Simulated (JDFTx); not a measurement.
AlRu(100) slab cut from bulk AlRu (space group Pm-3m, indices of the conventional cell, lattice of the Materials Project entry mp-542569, not re-optimised): 7 atoms in 7 planes, a 1x1 cell of 8.90 Å² (|a| = 2.982, |b| = 2.982 Å), 8.6 Å between the outermost planes, Al outermost, slab composition Al4Ru3, cell height 24.9 Å, 8×8×1 k mesh, Fermi smearing 0.01 Ha, no spin polarisation. Whether this polymorph is the ambient one wasn't checked.

All numbers are PBE, GBRV ultrasoft potentials, plane waves to 20/100 Ha results from a modified build of JDFTx, not measurements. Liquid on both sides: CANDLE, water, 1 M NaCl; nuclei fixed, outer atoms relaxed in vacuum. Potentials are on the SHE scale by the convention U = −μ/e − 4.44 V; references calibrated for a solvation model differ from this value. Both faces are the same ideal termination; reconstructions, overlayers and chemisorbed solvent are outside this model.

Farther out the cavity gives way and the charge runs off; such runs are left out, and the outermost points shown may already feel it.

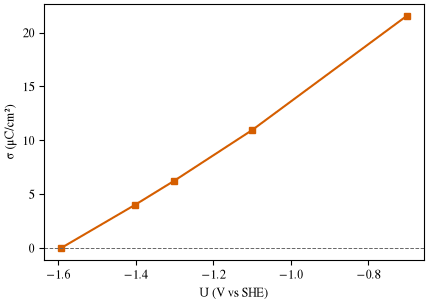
*Surface charge density of AlRu(100) against potential*

**Question.** Read off the potential of zero charge and the mean capacitance σ/(U − U_pzc) at the computed point just above it.

**Answer.** U_pzc ≈ -1.59 V. At -1.40 V it is about 21 μF/cm².
